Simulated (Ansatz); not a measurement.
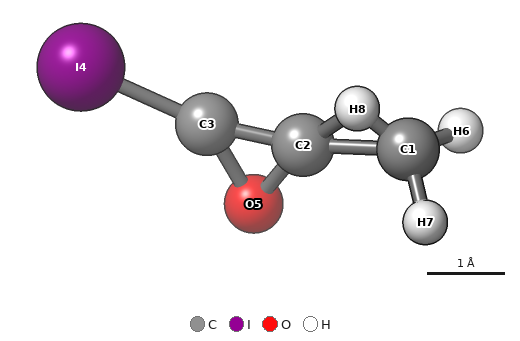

Fig. 1: The structure as given in the input (ball-and-stick view, seen at a tilt; atoms are numbered from 1 in the order of the input).

Run report: C3H3IO, geometry relaxation (part 1 of 2)

System: C3H3IO.
Method: RKS r2SCAN-D4/def2-SVP (Ansatz 0.2.0).

It belongs to a series of runs on one base structure; here: end point B relaxed. Figures and captions count atoms from 1; the log counts them from 0 in places.

## Output
```
The last accepted step is kept in [file] (removed where the run ends without a failure and the disk answers)
Engine: ansatz 0.2.0, x86_64-unknown-linux-gnu
Functional definition: r2SCAN
  parameter k0 = 0.174
  parameter k1 = 0.065
  parameter a1 = 4.9479
  exchange = r2scan_x(k0 = k0, k1 = k1, a1 = a1)
  correlation = r2scan_c
1107 factors; their error is unknown
mean field evaluation 1: about -13280.4128 eV, gradient 6.7e1 eV
mean field evaluation 2: about -13187.1295 eV, gradient 1.7e2 eV
mean field evaluation 4: about -13290.6907 eV, gradient 3.0e1 eV
mean field evaluation 8: about -13292.7804 eV, gradient 2.4e-1 eV
mean field evaluation 16: about -13292.7487 eV, gradient 3.1e-4 eV
mean field -13292.74872864 eV, -488.4995056290 hartree, gradient 1.9e-5 eV, S^2 0.000000; 0 other end points of the search recorded, 0 dependent functions left out
the calculation of the forces begins
reference -13292.74873682 eV, -488.4995059293 hartree; 27, 27 occupied and 70, 70 virtual orbitals, 1107 factors
relax step   1: F+E_penalty+E_count = -13292.79104258 eV  Δ(F+E_penalty+E_count) = +0.000e0 eV  max|allowed force component| = 1.553e1 eV/Å  Δτ_max = 0.0000 Å  (30 SCF iters, accepted)
these checks for a lower state are left out or cut short: starts, cluster_reference, orbital_swaps, neighbouring_geometries, increment
1107 factors; their error is unknown
mean field -13296.42643791 eV, -488.6346589515 hartree, gradient 1.9e-5 eV, S^2 0.000000; 0 other end points of the search recorded, 0 dependent functions left out
[... from here on the field's lines of each further geometry are left out, up to the last ...]
relax step   2: F+E_penalty+E_count = -13296.46789245 eV  Δ(F+E_penalty+E_count) = -3.677e0 eV  max|allowed force component| = 6.098e0 eV/Å  Δτ_max = 0.1538 Å  (38 SCF iters, accepted)
relax step   3: F+E_penalty+E_count = -13298.14529330 eV  Δ(F+E_penalty+E_count) = -1.677e0 eV  max|allowed force component| = 3.547e0 eV/Å  Δτ_max = 0.1910 Å  (39 SCF iters, accepted)
relax step   4: F+E_penalty+E_count = -13298.92366625 eV  Δ(F+E_penalty+E_count) = -7.784e-1 eV  max|allowed force component| = 3.264e0 eV/Å  Δτ_max = 0.1943 Å  (32 SCF iters, accepted)
relax step   5: F+E_penalty+E_count = -13299.55679254 eV  Δ(F+E_penalty+E_count) = -6.331e-1 eV  max|allowed force component| = 7.781e-1 eV/Å  Δτ_max = 0.1988 Å  (38 SCF iters, accepted)
relax step   6: F+E_penalty+E_count = -13299.73009931 eV  Δ(F+E_penalty+E_count) = -1.733e-1 eV  max|allowed force component| = 1.261e0 eV/Å  Δτ_max = 0.1995 Å  (39 SCF iters, accepted)
relax step   7: F+E_penalty+E_count = -13299.86730104 eV  Δ(F+E_penalty+E_count) = -1.372e-1 eV  max|allowed force component| = 1.278e0 eV/Å  Δτ_max = 0.1490 Å  (39 SCF iters, accepted)
relax step   8: F+E_penalty+E_count = -13299.98010023 eV  Δ(F+E_penalty+E_count) = -1.128e-1 eV  max|allowed force component| = 1.173e0 eV/Å  Δτ_max = 0.1953 Å  (38 SCF iters, accepted)
relax step   9: F+E_penalty+E_count = -13300.17350727 eV  Δ(F+E_penalty+E_count) = -1.934e-1 eV  max|allowed force component| = 1.204e0 eV/Å  Δτ_max = 0.1905 Å  (37 SCF iters, accepted)
relax step  10: F+E_penalty+E_count = -13300.24788473 eV  Δ(F+E_penalty+E_count) = -7.438e-2 eV  max|allowed force component| = 4.943e-1 eV/Å  Δτ_max = 0.1713 Å  (32 SCF iters, accepted)
relax step  11: F+E_penalty+E_count = -13300.32107580 eV  Δ(F+E_penalty+E_count) = -7.319e-2 eV  max|allowed force component| = 9.090e-1 eV/Å  Δτ_max = 0.1260 Å  (39 SCF iters, accepted)
relax step  12: F+E_penalty+E_count = -13300.45825189 eV  Δ(F+E_penalty+E_count) = -1.372e-1 eV  max|allowed force component| = 1.103e0 eV/Å  Δτ_max = 0.1962 Å  (38 SCF iters, accepted)
relax step  13: F+E_penalty+E_count = -13300.62744190 eV  Δ(F+E_penalty+E_count) = -1.692e-1 eV  max|allowed force component| = 2.104e0 eV/Å  Δτ_max = 0.1943 Å  (40 SCF iters, accepted)
relax step  14: F+E_penalty+E_count = -13300.91881565 eV  Δ(F+E_penalty+E_count) = -2.914e-1 eV  max|allowed force component| = 1.960e0 eV/Å  Δτ_max = 0.1954 Å  (39 SCF iters, accepted)
relax step  15: F+E_penalty+E_count = -13301.27825434 eV  Δ(F+E_penalty+E_count) = -3.594e-1 eV  max|allowed force component| = 2.824e0 eV/Å  Δτ_max = 0.1930 Å  (39 SCF iters, accepted)
relax step  16: F+E_penalty+E_count = -13301.74169778 eV  Δ(F+E_penalty+E_count) = -4.634e-1 eV  max|allowed force component| = 3.782e0 eV/Å  Δτ_max = 0.1914 Å  (39 SCF iters, accepted)
relax step  17: F+E_penalty+E_count = -13302.31742731 eV  Δ(F+E_penalty+E_count) = -5.757e-1 eV  max|allowed force component| = 3.642e0 eV/Å  Δτ_max = 0.1905 Å  (38 SCF iters, accepted)
relax step  18: F+E_penalty+E_count = -13302.66466135 eV  Δ(F+E_penalty+E_count) = -3.472e-1 eV  max|allowed force component| = 2.576e0 eV/Å  Δτ_max = 0.1951 Å  (39 SCF iters, accepted)
relax step  19: F+E_penalty+E_count = -13302.75073710 eV  Δ(F+E_penalty+E_count) = -8.608e-2 eV  max|allowed force component| = 1.927e0 eV/Å  Δτ_max = 0.1967 Å  (38 SCF iters, accepted)
relax step  20: F+E_penalty+E_count = -13302.78158315 eV  Δ(F+E_penalty+E_count) = -3.085e-2 eV  max|allowed force component| = 1.109e0 eV/Å  Δτ_max = 0.2000 Å  (38 SCF iters, accepted)
relax step  21: F+E_penalty+E_count = -13302.87829268 eV  Δ(F+E_penalty+E_count) = -9.671e-2 eV  max|allowed force component| = 5.465e-1 eV/Å  Δτ_max = 0.1573 Å  (31 SCF iters, accepted)
relax step  22: F+E_penalty+E_count = -13302.91274060 eV  Δ(F+E_penalty+E_count) = -3.445e-2 eV  max|allowed force component| = 2.459e-1 eV/Å  Δτ_max = 0.1481 Å  (30 SCF iters, accepted)
relax step  23: F+E_penalty+E_count = -13302.93539281 eV  Δ(F+E_penalty+E_count) = -2.265e-2 eV  max|allowed force component| = 1.427e-1 eV/Å  Δτ_max = 0.1314 Å  (30 SCF iters, accepted)
relax step  24: F+E_penalty+E_count = -13302.88564164 eV  Δ(F+E_penalty+E_count) = +4.975e-2 eV  max|allowed force component| = 1.013e0 eV/Å  Δτ_max = 0.1980 Å  (38 SCF iters, rejected (line search))
relax step  25: F+E_penalty+E_count = -13302.95118911 eV  Δ(F+E_penalty+E_count) = -1.580e-2 eV  max|allowed force component| = 9.888e-2 eV/Å  Δτ_max = 0.0954 Å  (30 SCF iters, accepted)
relax step  26: F+E_penalty+E_count = -13302.96013097 eV  Δ(F+E_penalty+E_count) = -8.942e-3 eV  max|allowed force component| = 1.579e-1 eV/Å  Δτ_max = 0.0976 Å  (30 SCF iters, accepted)
relax step  27: F+E_penalty+E_count = -13302.96626857 eV  Δ(F+E_penalty+E_count) = -6.138e-3 eV  max|allowed force component| = 1.604e-1 eV/Å  Δτ_max = 0.0892 Å  (30 SCF iters, accepted)
relax step  28: F+E_penalty+E_count = -13302.96796947 eV  Δ(F+E_penalty+E_count) = -1.701e-3 eV  max|allowed force component| = 6.168e-2 eV/Å  Δτ_max = 0.0398 Å  (31 SCF iters, accepted)
relax step  29: F+E_penalty+E_count = -13302.96835468 eV  Δ(F+E_penalty+E_count) = -3.852e-4 eV  max|allowed force component| = 4.617e-2 eV/Å  Δτ_max = 0.0125 Å  (31 SCF iters, accepted)
relax step  30: F+E_penalty+E_count = -13302.96838260 eV  Δ(F+E_penalty+E_count) = -2.792e-5 eV  max|allowed force component| = 3.741e-2 eV/Å  Δτ_max = 0.0095 Å  (32 SCF iters, accepted)
relax step  31: F+E_penalty+E_count = -13302.96405308 eV  Δ(F+E_penalty+E_count) = +4.330e-3 eV  max|allowed force component| = 4.116e-1 eV/Å  Δτ_max = 0.0156 Å  (31 SCF iters, rejected (line search))
the calculation of the forces begins
reference -13302.92218655 eV, -488.8733733112 hartree; 27, 27 occupied and 70, 70 virtual orbitals, 1107 factors
relax step  32: F+E_penalty+E_count = -13302.96852153 eV  Δ(F+E_penalty+E_count) = -1.389e-4 eV  max|allowed force component| = 7.870e-3 eV/Å  Δτ_max = 0.0075 Å  (32 SCF iters, accepted)
1107 factors; their error is unknown
mean field evaluation 256: about -13302.9222 eV, gradient 2.1e-5 eV
```

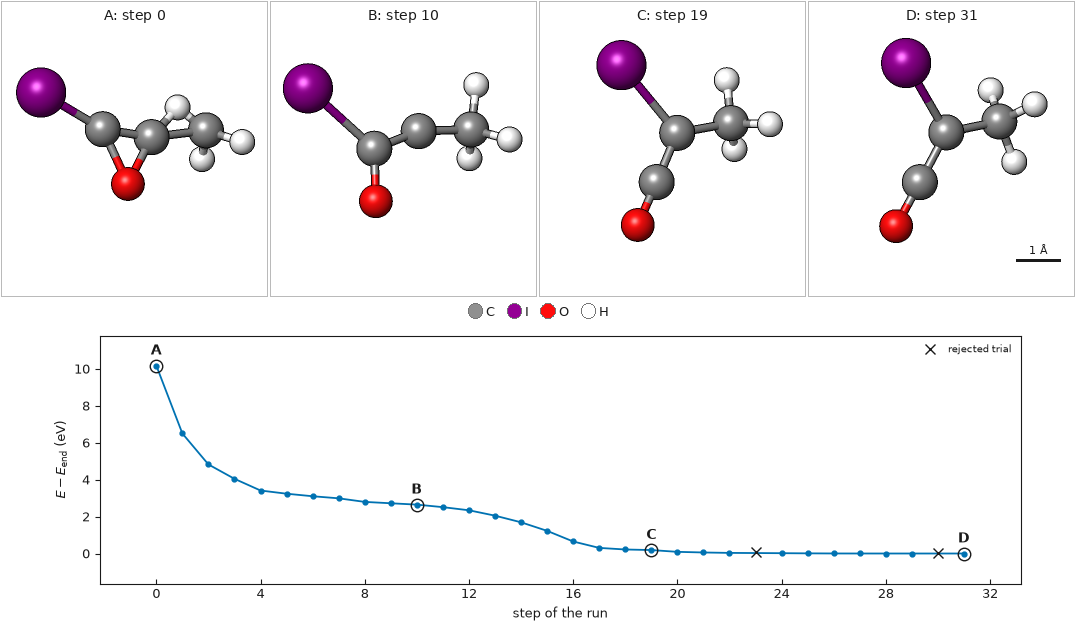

Fig. 2: Frames of the relaxation (ball-and-stick view, seen at a tilt) above the curves, on which the letters mark them (the first geometry is step 0 here and step 1 in the log).

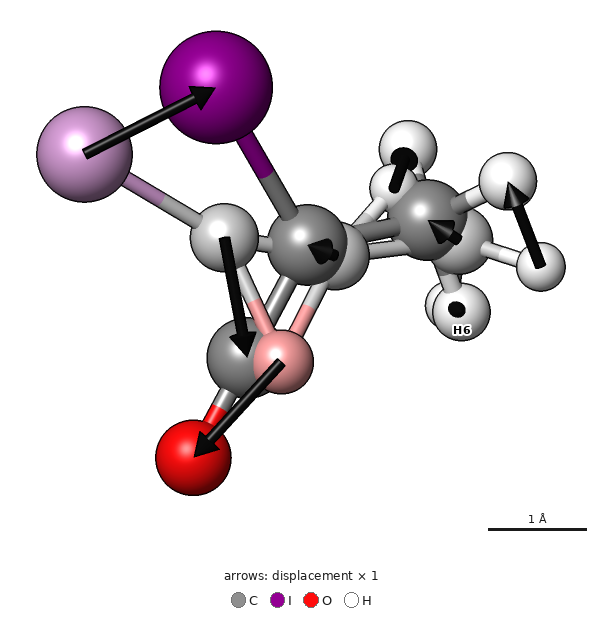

Fig. 3: Start (faint) and end (solid) with the displacements as black arrows, at true length (ball-and-stick view, seen at a tilt). The two geometries are laid on each other by the best rigid fit. The largest move after the best rigid fit is that of I4, 1.51 Å. Largest moves by element: I 1.51 Å, O 1.33 Å, C 1.27 Å, H 0.96 Å. Among the contacts that change: C2–O5 1.378 → 2.489 Å, C3–I4 1.812 → 2.906 Å, C2–H8 1.090 → 2.157 Å, C2–I4 3.072 → 2.122 Å. New bonds form: C2–I4 (3.07 → 2.12 Å). Bonds break: C2–H8 (1.09 → 2.16 Å), C2–O5 (1.38 → 2.49 Å), C3–I4 (1.81 → 2.91 Å). Among the angles that change: C2–C3–O5 61.2° → 179.6°, C2–C1–H8 47.0° → 111.3°, C1–C2–C3 165.6° → 127.2°. After 31 geometry steps the energy has fallen by 10.177 eV. Largest force component: 16 eV/Å at the start, 0.0079 eV/Å at the end. The line search rejected the trial steps at points 23, 30 (counted from 0) and went back. (Atoms are counted from 1 in the order of the input.)

```
mean field -13302.92217866 eV, -488.8733730213 hartree, gradient 2.1e-5 eV, S^2 0.000000; 1 other end points of the search recorded, 0 dependent functions left out
the calculation of the forces begins
reference -13302.92218655 eV, -488.8733733112 hartree; 27, 27 occupied and 70, 70 virtual orbitals, 1107 factors
Total energy: -13302.96852942 eV, -488.8750763803 hartree
Atom 0 at    -0.004811    -0.610159     0.676376 Å, force    -0.001902     0.000035     0.005754 eV/Å
Atom 1 at    -0.061812     0.253465    -0.545072 Å, force    -0.000032    -0.007361    -0.005342 eV/Å
Atom 2 at     0.409676     1.478389    -0.677820 Å, force    -0.002052     0.007870    -0.002414 eV/Å
Atom 3 at    -0.977198    -0.484593    -2.311230 Å, force     0.000271    -0.000259     0.001658 eV/Å
Atom 4 at     0.823715     2.565125    -0.803758 Å, force     0.001944    -0.001948     0.002836 eV/Å
Atom 5 at     0.498650    -0.071605     1.494485 Å, force     0.001148     0.000331     0.000777 eV/Å
Atom 6 at     0.556106    -1.539448     0.484039 Å, force     0.000468     0.000570    -0.002357 eV/Å
Atom 7 at    -1.015915    -0.883504     1.020109 Å, force     0.000154     0.000762    -0.000910 eV/Å
Dipole moment:    -0.030326    -0.269753     0.241100 e Å
```
